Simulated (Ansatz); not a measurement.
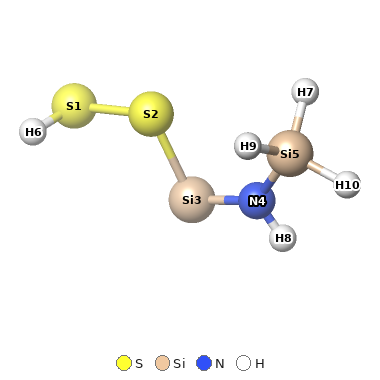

The system is H₅NS₂Si₂; the picture shows the reference structure. First axis: angle S2–Si3–N4. Second axis: dihedral S2–Si3–N4–Si5. Nothing is relaxed (all other coordinates rigid). The grid has 15 × 15 points. Points are written as (first, second). All energies are given in kcal/mol relative to the lowest grid point. Level of theory: RHF/def2-SVP in Ansatz 0.2.0.

Its coordinates:

```xyz
10

S    -1.6867    1.8082    2.7992
S    -0.8978    1.2080    0.9536
Si    0.0049   -0.7147    1.4903
N     0.5313   -1.1874   -0.0829
Si    0.4579   -0.5419   -1.7201
H    -0.6695    2.5823    3.1851
H    -0.9402   -0.3897   -2.1757
H     0.9968   -2.0798   -0.0482
H     1.1274    0.7735   -1.8043
H     1.1589   -1.5098   -2.5941
```

Range: angle S2–Si3–N4 from 73.2 to 123.2°; dihedral S2–Si3–N4–Si5 from −180 to 156°.

What will the energy surface look like?

The lowest grid point is at (98.2°, −12°). A higher local minimum lies near (98.2°, −180°) (1.1 kcal/mol above the lowest at that grid point). The highest grid point, (73.2°, 36°), lies 40.7 kcal/mol above the lowest. On the interpolated surface the easiest way out of the lowest well to the well at about (96°, −180°) passes a barrier of about 13 kcal/mol, counted from the interpolated bottom of the well. Round the minimum the two coordinates are nearly uncoupled.

| dihedral S2–Si3–N4–Si5 ↓, angle S2–Si3–N4 → | 73.2 | 76.8 | 80.4 | 83.9 | 87.5 | 91.1 | 94.6 | 98.2 | 101.8 | 105.4 | 108.9 | 112.5 | 116.1 | 119.6 | 123.2 |
| --- | --- | --- | --- | --- | --- | --- | --- | --- | --- | --- | --- | --- | --- | --- | --- |
| 156 | 29.4 | 20.0 | 13.2 | 8.6 | 5.4 | 3.5 | 2.6 | 2.6 | 3.3 | 4.6 | 6.4 | 8.7 | 11.6 | 14.8 | 18.5 |
| 132 | 30.1 | 22.2 | 16.4 | 12.4 | 9.5 | 7.8 | 6.9 | 6.8 | 7.4 | 8.6 | 10.3 | 12.5 | 15.2 | 18.2 | 21.7 |
| 108 | 33.5 | 26.4 | 21.0 | 17.2 | 14.4 | 12.6 | 11.6 | 11.4 | 11.8 | 12.8 | 14.2 | 16.3 | 18.7 | 21.6 | 24.9 |
| 84 | 36.0 | 28.6 | 23.1 | 19.0 | 16.0 | 14.1 | 13.0 | 12.6 | 12.9 | 13.7 | 15.1 | 17.0 | 19.4 | 22.1 | 25.4 |
| 60 | 38.1 | 28.8 | 21.8 | 16.9 | 13.4 | 11.1 | 9.8 | 9.3 | 9.6 | 10.4 | 11.8 | 13.8 | 16.2 | 19.0 | 22.3 |
| 36 | 40.7 | 28.3 | 19.3 | 13.1 | 8.8 | 6.0 | 4.6 | 4.0 | 4.3 | 5.3 | 6.8 | 8.9 | 11.5 | 14.4 | 17.8 |
| 12 | 39.3 | 25.9 | 16.2 | 9.6 | 5.0 | 2.2 | 0.7 | 0.2 | 0.6 | 1.7 | 3.3 | 5.5 | 8.2 | 11.2 | 14.7 |
| −12 | 38.9 | 25.5 | 15.9 | 9.3 | 4.8 | 1.9 | 0.5 | 0.0 | 0.4 | 1.5 | 3.1 | 5.4 | 8.1 | 11.1 | 14.6 |
| −36 | 40.2 | 27.7 | 18.7 | 12.5 | 8.2 | 5.5 | 4.1 | 3.6 | 3.9 | 4.9 | 6.5 | 8.6 | 11.2 | 14.1 | 17.6 |
| −60 | 37.4 | 28.1 | 21.2 | 16.4 | 12.9 | 10.6 | 9.4 | 8.9 | 9.2 | 10.1 | 11.5 | 13.5 | 16.0 | 18.8 | 22.1 |
| −84 | 35.8 | 28.5 | 22.9 | 18.9 | 16.0 | 14.0 | 13.0 | 12.6 | 12.9 | 13.7 | 15.1 | 17.0 | 19.4 | 22.1 | 25.4 |
| −108 | 34.2 | 27.0 | 21.6 | 17.7 | 14.9 | 13.0 | 12.1 | 11.8 | 12.1 | 13.1 | 14.6 | 16.6 | 19.0 | 21.9 | 25.2 |
| −132 | 31.1 | 23.2 | 17.3 | 13.2 | 10.3 | 8.4 | 7.6 | 7.4 | 7.9 | 9.1 | 10.7 | 12.9 | 15.6 | 18.6 | 22.1 |
| −156 | 30.0 | 20.6 | 13.8 | 9.1 | 5.9 | 4.0 | 3.1 | 3.0 | 3.6 | 4.9 | 6.7 | 9.0 | 11.9 | 15.0 | 18.7 |
| −180 | 30.4 | 20.0 | 12.6 | 7.6 | 4.2 | 2.2 | 1.2 | 1.1 | 1.8 | 3.1 | 5.0 | 7.4 | 10.3 | 13.5 | 17.2 |

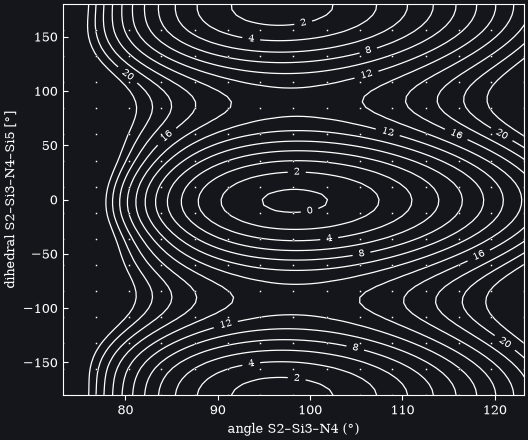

In the figure: contour lines labelled in kcal/mol (none above 22), dots at the grid points. Between grid points the surface is interpolated.

Time for the 225 points that were run: 9.1 min on 1 thread of Intel(R) Xeon(R) 6975P-C (Granite Rapids), on a shared host.
